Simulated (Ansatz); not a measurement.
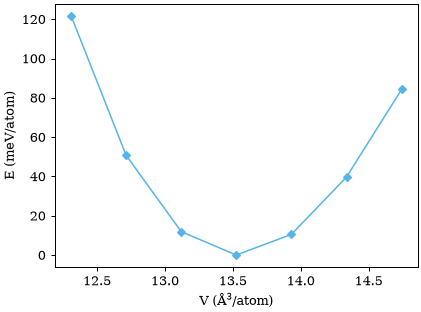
Figure: Rh (dhcp (α-La type), space group No. 194) under volume change, plane-wave PAW PBEsol (Ansatz code), shape and atoms relaxed at each volume.

Task: What does a third-order Birch–Murnaghan fit give for V₀, B₀ and B′?

Result: V₀ = 13.53 Å³/atom, B₀ = 294 GPa, B′ = 5.1.

Space group P6_3/mmc (dhcp (α-La type)). The first step of the workflow began from a Materials Project structure, measured or hypothetical; the Crystallography Open Database copy checked does not list it. It is not the phase usual at ambient conditions (space group No. 225). The PBEsol relaxation kept the symmetry of its start; its stability against distortions is not shown here. The run is not spin-polarised.

Potentials: the later of the program's two PAW sets.
